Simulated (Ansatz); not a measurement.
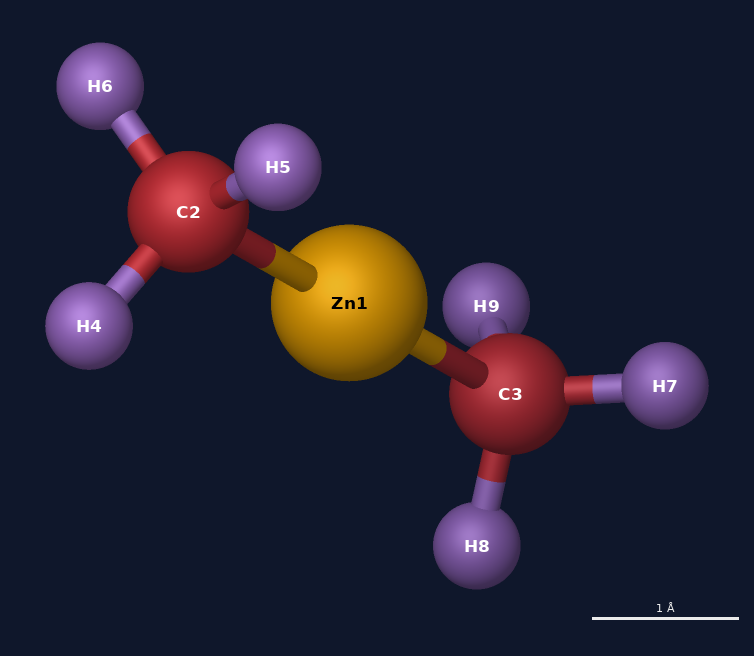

The geometry was computed by an optimisation with PBE0-D4/def2-TZVP.

Estimate the angles C2–Zn1–C3, Zn1–C2–H4.

| angle | degrees |
| --- | --- |
| C2–Zn1–C3 | 180.0 |
| Zn1–C2–H4 | 111.1 |
